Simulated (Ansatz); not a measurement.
# Quasiparticle gap of SnO2 (Cassiterite)

Aim: the quasiparticle gap of SnO2 (Cassiterite), starting from HSE06.

Method: HSE06, then G0W0 on it, plane waves, PAW, in Ansatz 0.2.0.

**Experimental background.**

- Gap 3.6 eV: experimental gap quoted from earlier work; bulk crystal (quoted in “Study on the Photocatalytic Properties of Flower-Shaped SnO2”, 2022, pmc:9565917).

## 1. The structure

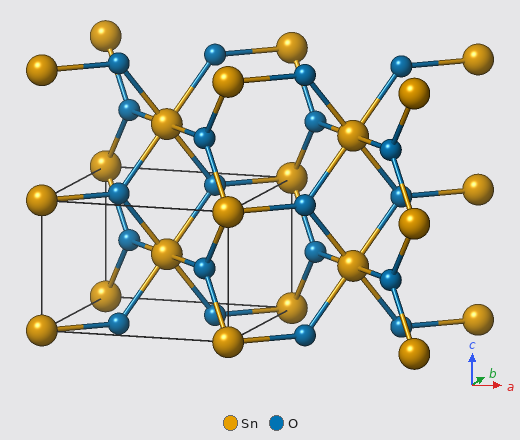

The starting structure, seen slightly off an axis (tin orange, oxygen blue). 2×1×2 cells are drawn. Some periodic images of atoms are drawn too.

The cell and positions come from the Crystallography Open Database and are kept as given unless a step says otherwise. The default PAW set here is soft_1. Its files were made with PBE.

## 2. The starting point: HSE06

HSE06 mixes in a quarter of exact exchange at short range.

This step: DFT, HSE06, plane waves, PAW.

input.yaml

```yaml
crystal:
  lattice:
    - [4.738, 0.0, 0.0]
    - [0.0, 4.738, 0.0]
    - [0.0, 0.0, 3.1865]
  atoms:
    - { symbol: Sn, position: [0.0, 0.0, 0.0] }
    - { symbol: Sn, position: [0.5, 0.5, 0.5] }
    - { symbol: O, position: [0.3071, 0.3071, 0.0] }
    - { symbol: O, position: [0.1929, 0.8071, 0.5] }
    - { symbol: O, position: [0.6929, 0.6929, 0.0] }
    - { symbol: O, position: [0.8071, 0.1929, 0.5] }
kpoints:
  mp_grid: { grid: [4, 4, 4] }
  band_path:
    path:
      - [0.0, 0.0, 0.0]
      - [0.0, 0.5, 0.0]
      - [0.5, 0.5, 0.0]
      - [0.0, 0.0, 0.5]
      - [0.0, 0.5, 0.5]
      - [0.5, 0.5, 0.5]
    npoints: 1
hamiltonian:
  xc: hse06
  pseudopotentials: { kind: paw, azcp: { folder: "./paw" } }
scf:
  occupations: { method: fixed }
  n_extra_bands: 6
output:
  eigenvalues: true
```

The run is started by

```bash
> ansatz run input.yaml --threads 4 --pin off --max-ram 138240MiB --backend cuda --events-out ev --progress --plain --runs-dir out --devices 1 --max-vram 26GiB
```

Numbers of over 12 decimals in the logs are rounded to 6 here.

Output:

```text
scf.n_extra_bands = 6 over 26 filled bands (N_el = 52.0): the run solves 32 bands
GPUs: using 1 of 1 available (devices: 1).
Engine: ansatz 0.2.0, x86_64-unknown-linux-gnu
Pseudopotentials: kind: paw
Pseudopotential: Sn, paw, valence charge 14, recommended cutoff 420 eV (normal), <dir>
Pseudopotential: O, paw, valence charge 6, recommended cutoff 420 eV (normal), <dir>
Functional definition: HSE06
  parameter a = 0.25
  parameter omega = 0.11/bohr
  exchange = pbe_x - a*pbe_x_sr(omega) + a*exact_x_sr(omega)
  correlation = pbe_c
davidson cushion auto → on  (no smearing: the cushion is to keep the highest requested band from converging to the state above it; pin scf.eigensolver.cushion to override)
device memory: the entry about to start is reckoned to put 0.8 GiB on a device that reports 50.6 GiB free (of which the cap on the GPU budget leaves the run 26.0 GiB)
GPU FFT provider: cuFFT
GPU libraries: cuBLAS 13.8.2, cuFFT 12.4.0, cuSOLVER 12.3.4
Crystal: 6 atoms, lattice volume = 71.533 Å³
Basis set: ecut = 420 eV, 1411 PW (Γ)
Bands: 32, of which v1, the nominal top of the filled ones, is band 26 counted from 1 (25 counted from 0)
Symmetry: 16 space group operations
Space group: P42/mnm (ITA 136), of the structure as read, at distance tolerance 4.2e-5 Å
k-points: 18 of 64
Non-local potential: Sn, projectors of the file, l = 0: 2, l = 1: 2, l = 2: 2, l = 3: 1
Non-local potential: O, projectors of the file, l = 0: 2, l = 1: 2, l = 2: 1
PAW form: soft (Blöchl's): semilocal exchange-correlation on the pseudo side does not see the compensation charge
PAW frozen core: Sn, regenerated for the run's functional, and the local potential with it (the file was generated under x = pbe(κ = 0.804, μ = 0.219515), c = pbe(β = 0.066725))
PAW frozen core: O, regenerated for the run's functional, and the local potential with it (the file was generated under x = pbe(κ = 0.804, μ = 0.219515), c = pbe(β = 0.066725))
PAW one-centre angular grid: Sn, 590 points (default); XC on 64 Gauss nodes
PAW one-centre angular grid: O, 110 points (default); XC on 96 Gauss nodes
Initial density: superposition of atomic densities (chi_scale 0.1, normalization cell, long waves kept (reshape's long-wave potential 0.00 eV rms))
Initial wavefunctions: pseudopotential atomic-orbital guess
GPU buffer pool allocated for 24576 grid points (all kernels)
GPU transforms: local potential and band sums: pruned to the plane-wave sphere, on 32×32×24
Functional: x = pbe(κ = 0.804, μ = 0.219515), c = pbe(β = 0.066725), warm-up for x = pbe(κ = 0.804, μ = 0.219515) + 0.25 (exact − pbe) at short range (hse, ω = 0.207870 Å⁻¹), c = pbe(β = 0.066725); HSE06 as pw.x's `hse` composes it (authors' and Libxc's form: `xc: wpbeh`)
SCF iter   1: F=—  HF=-14318.814725 eV  |F-HF|=—  |Δ(HF+E_count)|=         —  Δρ=8.21e-2  dr2=3.79e0  ethr=1.00e-1  ⟨swp⟩=4.1  Hψ=1776  notcnv=0
preconditioner: auto → none  [insulator: Δε(μ)=1.750 eV  Ē_g=20.213 eV  n_scr=18 (ndim 8)  ℏωp=31.7 eV  f_vac=0.000]
SCF iter   2: F=—  HF=-14318.090300 eV  |F-HF|=—  |Δ(HF+E_count)|=   7.24e-1  Δρ=4.28e-2  dr2=5.58e-1  ethr=7.29e-3  ⟨swp⟩=3.6  Hψ=1554  notcnv=0  defer=2
SCF iter   3: F=—  HF=-14318.019975 eV  |F-HF|=—  |Δ(HF+E_count)|=   7.03e-2  Δρ=1.44e-2  dr2=1.04e-1  ethr=1.07e-3  ⟨swp⟩=3.1  Hψ=1529  notcnv=0
SCF iter   4: F=—  HF=-14318.029803 eV  |F-HF|=—  |Δ(HF+E_count)|=   9.83e-3  Δρ=7.59e-3  dr2=2.44e-2  ethr=2.00e-4  ⟨swp⟩=2.8  Hψ=1319  notcnv=0
iter 5 solved again at ethr=2.12e-6 eV; its pass at ethr=4.69e-5 eV (dr2=1.10e-3 eV) is discarded
SCF iter   5: F=—  HF=-14318.030670 eV  |F-HF|=—  |Δ(HF+E_count)|=   8.68e-4  Δρ=1.57e-3  dr2=1.07e-3  ethr=2.12e-6  ⟨swp⟩=3.9  Hψ=2972  notcnv=0
SCF iter   6: F=-14318.030919 eV  HF=-14318.030926 eV  |F-HF|=7.47e-6  |Δ(HF+E_count)|=   2.56e-4  Δρ=2.50e-4  dr2=2.34e-5  ethr=2.06e-6  ⟨swp⟩=3.1  Hψ=1442  notcnv=0  defer=1
SCF 1 stopped early in 6 iterations: F = -14318.030919 eV  dr2 = 2.34e-5
  greatest PAW one-centre occupation: 0.996 electrons in one spin orbital (limit 2), on the Sn atom at site 1 (counted from 0), in its partial waves of l = 2
device memory: the entry about to start is reckoned to put 1.3 GiB (of the 1.4 GiB reckoned in all, the device holds 0.1 GiB already) on a device that reports 50.6 GiB free (of which the cap on the GPU budget leaves the run 25.9 GiB)
GPU FFT provider: cuFFT
GPU libraries: cuBLAS 13.8.2, cuFFT 12.4.0, cuSOLVER 12.3.4
Initial density: handed on by an earlier stage of this run
Initial wavefunctions: those handed on with the density
GPU buffer pool allocated for 24576 grid points (all kernels)
GPU transforms: local potential and band sums: pruned to the plane-wave sphere, on 32×32×24
Functional: x = pbe(κ = 0.804, μ = 0.219515) + 0.25 (exact − pbe) at short range (hse, ω = 0.207870 Å⁻¹), c = pbe(β = 0.066725); HSE06 as pw.x's `hse` composes it (authors' and Libxc's form: `xc: wpbeh`)
Exchange kernel: α = 0.2500, screened, ω = 0.2079 Å⁻¹, Wigner–Seitz truncation, v(0) = 1027.7282 eV·Å³, q-mesh 4×4×4, nearest image of the exchange supercell L = 12.75 Å, pair-density grid 30×30×20, without the augmentation charges, whose exchange is taken in its separable form by FFT convolution over the k-point mesh (sized by the pseudopotential files, 32×32×24 at the most), smooth part of the exact exchange by density-matrix convolution in up to 1.97 GiB of GPU memory as planned if the GPU has room (build and FFT work areas not counted)
Frozen-core exchange: fock
SCF iter   1: F=—  HF=-14325.688267 eV  |F-HF|=—  |Δ(HF+E_count)|=         —  Δρ=9.57e-3  dr2=4.47e-2  ethr=4.51e-7  ⟨swp⟩=8.3  Hψ=3332  notcnv=0
preconditioner: auto → none  [insulator: Δε(μ)=3.031 eV  Ē_g=22.468 eV  n_scr=18 (ndim 8)  ℏωp=31.7 eV  f_vac=0.027]
SCF iter   2: F=—  HF=-14325.673601 eV  |F-HF|=—  |Δ(HF+E_count)|=   1.47e-2  Δρ=2.55e-3  dr2=5.00e-3  ethr=4.51e-7  ⟨swp⟩=5.1  Hψ=2300  notcnv=0
SCF iter   3: F=—  HF=-14325.696314 eV  |F-HF|=—  |Δ(HF+E_count)|=   2.27e-2  Δρ=1.29e-3  dr2=9.50e-4  ethr=4.51e-7  ⟨swp⟩=5.3  Hψ=2473  notcnv=0  defer=2
SCF iter   4: F=—  HF=-14325.696012 eV  |F-HF|=—  |Δ(HF+E_count)|=   3.03e-4  Δρ=8.59e-5  dr2=3.31e-5  ethr=4.51e-7  ⟨swp⟩=3.1  Hψ=1768  notcnv=0
SCF iter   5: F=-14325.696245 eV  HF=-14325.696254 eV  |F-HF|=8.54e-6  |Δ(HF+E_count)|=   2.42e-4  Δρ=1.37e-4  dr2=1.24e-5  ethr=3.80e-9  ⟨swp⟩=6.4  Hψ=2544  notcnv=0  defer=7
SCF 2 stopped early in 5 iterations: F = -14325.696245 eV  dr2 = 1.24e-5
  greatest PAW one-centre occupation: 0.996 electrons in one spin orbital (limit 2), on the Sn atom at site 0 (counted from 0), in its partial waves of l = 2
hybrid outer 1: dexx = +2.499e-2 eV, tail = 1.26e-4 eV
GPU FFT provider: cuFFT
GPU libraries: cuBLAS 13.8.2, cuFFT 12.4.0, cuSOLVER 12.3.4
GPU buffer pool allocated for 24576 grid points (all kernels)
GPU transforms: local potential and band sums: pruned to the plane-wave sphere, on 32×32×24
Exchange kernel: α = 0.2500, screened, ω = 0.2079 Å⁻¹, Wigner–Seitz truncation, v(0) = 1027.7282 eV·Å³, q-mesh 4×4×4, nearest image of the exchange supercell L = 12.75 Å, pair-density grid 30×30×20, without the augmentation charges, whose exchange is taken in its separable form by FFT convolution over the k-point mesh (sized by the pseudopotential files, 32×32×24 at the most), smooth part of the exact exchange by density-matrix convolution in up to 1.97 GiB of GPU memory as planned if the GPU has room (build and FFT work areas not counted)
Frozen-core exchange: fock
SCF iter   1: F=—  HF=-14325.695403 eV  |F-HF|=—  |Δ(HF+E_count)|=         —  Δρ=5.24e-5  dr2=1.32e-6  ethr=1.21e-6  ⟨swp⟩=3.6  Hψ=1374  notcnv=0
preconditioner: auto → none  [insulator: Δε(μ)=3.041 eV  Ē_g=22.502 eV  n_scr=18 (ndim 8)  ℏωp=31.7 eV  f_vac=0.035]
SCF iter   2: F=—  HF=-14325.695407 eV  |F-HF|=—  |Δ(HF+E_count)|=   4.13e-6  Δρ=2.37e-5  dr2=2.89e-7  ethr=1.69e-9  ⟨swp⟩=5.3  Hψ=2378  notcnv=0  defer=4
iter 3 solved again at ethr=3.11e-11 eV; its pass at ethr=4.62e-10 eV (dr2=1.62e-8 eV) is discarded
SCF iter   3: F=-14325.695407 eV  HF=-14325.695407 eV  |F-HF|=1.99e-9  |Δ(HF+E_count)|=   3.24e-8  Δρ=8.67e-6  dr2=2.55e-8  ethr=3.11e-11  ⟨swp⟩=3.9  Hψ=2922  notcnv=0
SCF 3 converged in 3 iterations: F = -14325.695407 eV  dr2 = 2.55e-8
hybrid outer 2: dexx = +2.586e-6 eV, tail = 1.09e-7 eV, Δε = 4.46e-3 eV (about 1.81e-4 eV left of the loop's levels)
device memory: the entry about to start is reckoned to put 0.4 GiB on a device that reports 50.2 GiB free (of which the cap on the GPU budget leaves the run 26.0 GiB)
NSCF: frozen V_eff on 6 k-points
hybrid SCF converged: 2 outer / 8 inner (+6 warm-up), last move |dexx| = 2.59e-6 eV, tail = 1.09e-7 eV
Stability not checked: this state was not tested for a lower state beside it, because the functional holds exact exchange (a hybrid, or Hartree-Fock), whose exchange loop this test does not read (fock_operator; see scf.lower_state_search)
Free energy (F): -14325.695407 eV
Frozen-core exchange: fock
Harris-Foulkes:  -14325.695407 eV  (|F-HF|=1.99e-9)
Internal energy: -14325.695407 eV  (E = F + TS)
E sigma→0 (E₀):  -14325.695407 eV
Fermi energy:    8.223238 eV
--- Per-component energies (eV) ---
  E_band       = -217.288968
  E_kinetic    = 1023.424820
  E_local      = -3158.577976  (includes V_loc(G=0)·N_el)
  E_nonlocal   = 491.081904
  E_hartree    = 1447.588895
  E_xc         = -430.137566
  E_vxc        = -418.889028  (∫ρ·V_xc dr)
  E_exx        = -152.405163  (= α·E_x^exact, valence–valence)
  E_paw        = -9364.233593  (= ΣΔE_a)
  E_vpaw       = -744.697830  (= ΣTr[D̂ρ^β])
  E_aug_tail   = 0.003939  (compensation charges beyond the density's cutoff)
  E_ewald      = -4182.851779
  E_core_change = 0.411113  (= ΣΔE_core)
  E_smearing   = -0.000000  (= −TS)
  E_closure    = -0.000000  (closes the sum)
  Σ components = -14325.695407   (vs F -14325.695407, Δ=0.00e0)
--- Band table (eV; the first three rows and the last of 18) ---
  k-point 0: bands = [... 22 lower, 7.2037, 7.5129, 7.5129, 8.2232, 11.2634, 16.4246, 16.4726, 16.4726, ... 2 higher]
  k-point 1: bands = [... 22 lower, 5.8753, 7.4275, 7.4275, 7.6896, 13.9429, 17.3821, 18.7124, 18.7124, ... 2 higher]
  k-point 2: bands = [... 22 lower, 6.4624, 6.4624, 6.8751, 6.8751, 16.6159, 16.6159, 20.0697, 20.0697, ... 2 higher]
  k-point 17: bands = [... 22 lower, 7.2581, 7.2581, 7.3193, 7.3193, 15.1395, 15.1395, 19.0695, 19.0695, ... 2 higher]
```

The job ended after 17 s (1 × NVIDIA H100 80GB HBM3 (shared by 3 runs) with 4 threads of AMD EPYC 7R13 (Zen 3), shared host; peak memory 1.3 GiB; 16 s of CPU time).

Reading the cycles: dr2 is the Hartree energy of the density residual (eV), the measure of convergence; HF is the Harris–Foulkes estimate of the energy, which meets the free energy F at convergence.

Numbers from this step:

| Property | Result |
| --- | --- |
| gap | 3.040 eV |
| valence top at | Γ |
| conduction bottom at | Γ |
| least direct gap | 3.040 eV |
| exact-exchange fraction | 0.25 |

Over mesh and listed points the gap is 3.040 eV, direct, at k = Γ.

(Continued in part 2 of 3.)

[Paths, hosts, dates, memory and timing lines, banners, echoed tables and standing remarks are left out of the program output.]

[Logs are printed without paths, hosts, clocks, repeated set-up lines and the standing remarks that a program may print on its own settings, such as how far it seeks lower states.]

[Runs of the session that timed out or met a known fault of the program may be left out.]

[Cells called generated may have been cut or substituted from an entry of the Crystallography Open Database or the Materials Project.]

[Hosts, paths, dates, database ids (printed as entryN), source tags and the programs' standing remarks are cut or masked in the printed files.]

[Where an RPA ε∞ is given, it is that of the G0W0 mesh and is not shown converged in it. Names of k-points follow the symmetry that the program found, which can be lower than the space group named. Band edges on a path are those of the sampled points; other points can move an edge, and change direct to indirect where valleys lie close.]

[Hybrid gaps are those of their k-mesh and are not shown converged in it.]
